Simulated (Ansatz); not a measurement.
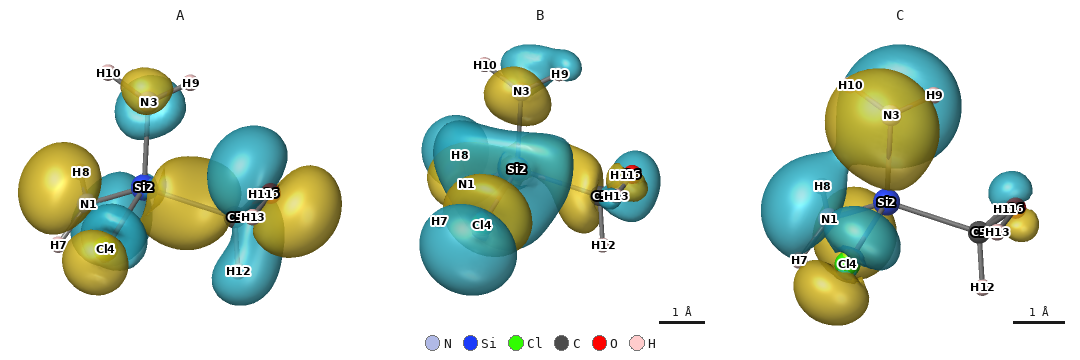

Figure. CH₇ClN₂OSi (SMILES N[Si](N)(Cl)CO). Three frontier orbitals at ±0.08 Å⁻³ᐟ² (yellow and cyan are the two phases), in no order.

Method: Ansatz 0.2.0, RKS revPBE/6-31G.

Input file:

```
crystal:
  periodic: [false, false, false]
  atoms:
    - { symbol: "N", position_ang: [0.5773, -1.7104, -0.9344] }
    - { symbol: Si, position_ang: [0.3395, -0.1283, -0.2997] }
    - { symbol: "N", position_ang: [1.0206, -0.4588, 1.1823] }
    - { symbol: Cl, position_ang: [1.6075, 1.2156, -1.2758] }
    - { symbol: C, position_ang: [-1.4064, 0.5088, -0.1855] }
    - { symbol: O, position_ang: [-1.626, 1.7431, 0.5792] }
    - { symbol: H, position_ang: [1.5425, -1.8053, -1.1378] }
    - { symbol: H, position_ang: [0.3611, -2.2984, -0.1969] }
    - { symbol: H, position_ang: [0.6995, 0.2335, 1.9118] }
    - { symbol: H, position_ang: [2.05, -0.2565, 1.1485] }
    - { symbol: H, position_ang: [-2.0374, -0.2504, 0.3311] }
    - { symbol: H, position_ang: [-1.8056, 0.6837, -1.1515] }
    - { symbol: H, position_ang: [-1.3021, 2.4886, 0.0436] }
basis:
  gaussian: { orbitals: "6-31G" }
hamiltonian:
  xc: revpbe
relax:
  f_tol: 0.02
  max_steps: 40
scf:
  lower_state_search: "off"
output:
  orbitals: {}
```

Run with:

```sh
ansatz run input.yaml --threads 1 --pin off --max-ram 2048MiB --backend cpu --events-out ev --progress --plain --runs-dir out
```

The fields are those of the relaxed geometry.

Order the three orbitals by energy and name them.

Answer. C is the HOMO−1 (−6.05 eV). It lies mainly on N3 (about 55 %), N1 (about 20 %) and Cl4 (about 10 %); largely a combination of lone pairs on N3, N1 and Cl4. A is the HOMO (−5.52 eV). By Hirshfeld shares it lies mainly on O6 (about 40 %), N1 (about 20 %), C5 (about 10 %) and Si2 (about 10 %). B is the LUMO (−0.39 eV). By Hirshfeld shares it lies mainly on Si2 (about 35 %), Cl4 (about 30 %), N3 (about 10 %), C5 (about 5 %) and N1 (about 5 %).

What is the HOMO–LUMO gap?

Answer. 5.13 eV between the orbital energies.
